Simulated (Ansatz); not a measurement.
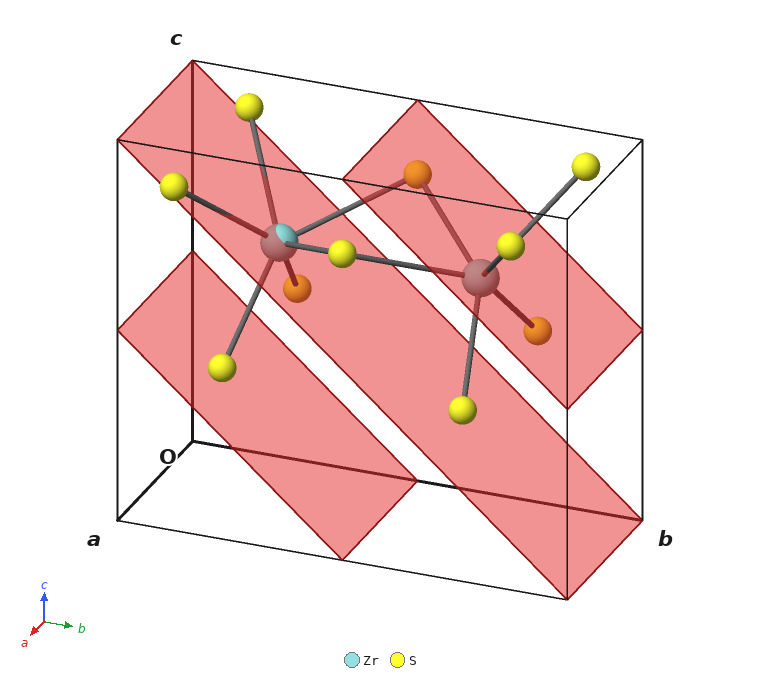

For Zr2S5, coordinates from a relaxation with Ansatz, DFT PBE, scalar-relativistic, plane waves, PAW; the starting structure was generated, so it need not be a known form of this composition: every member of one family of equally spaced planes, hx + ky + lz = a whole number, that cuts the unit cell is shaded (one member passes through the origin O, touching the cell only at an edge or corner). All values are computed from the atomic coordinates in the standard setting (tolerance 0.002 Å).

a = 3.419 Å, b = 8.367 Å, c = 7.267 Å, α = 90.00°, β = 90.00°, γ = 90.00°.

Question: Which (hkl) family is drawn?

Answer: (0 2 2); the opposite sign names the same planes. The member next to the origin meets the axes a never, b at 1/2, c at 1/2.

Question: What is the spacing?

Answer: d = 2.743 Å.

Question: Which atoms of the cell lie in these planes (within 0.03 Å)?

Answer: No atom.

Question: The space group is No. 25, Pmm2. How many reflections hkl are equivalent to this one (itself included), and does it occur?

Answer: 4 reflections are equivalent in the Laue class mmm. The space group allows the reflection.
